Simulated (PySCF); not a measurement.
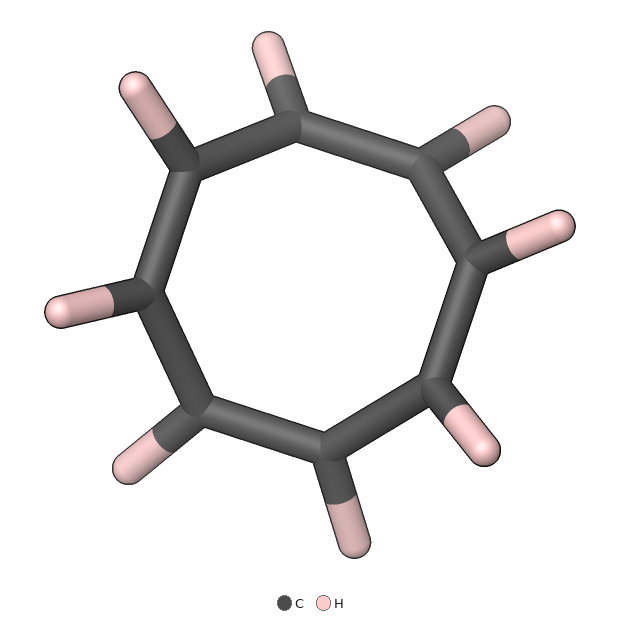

The geometry was computed by an optimisation with GFN2-xTB. No frequency run is at hand to confirm it as a minimum.

Draw it as a skeletal formula.

SMILES: C1=C\C=C/C=C\C=C/1

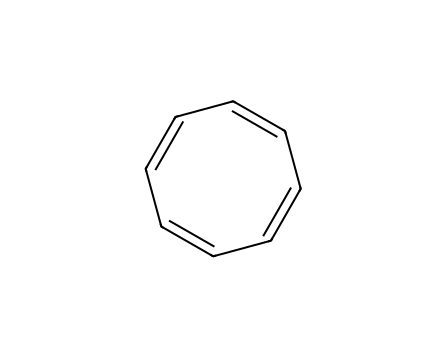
